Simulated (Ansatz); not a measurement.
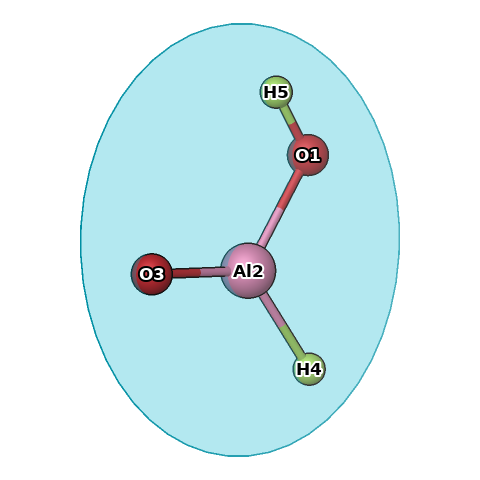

A disc through the centre of mass is drawn in. Atoms fade into the background with distance from the viewer. State: charge −1, singlet. The geometry was computed by an optimisation with PBE0-D4/def2-TZVPD. No frequency run is at hand to confirm it as a minimum.

> Is the plane of the disc a mirror plane of the structure?

Yes. The reflection leaves O1, Al2, O3, H4, H5 in place. The point group is Cs.
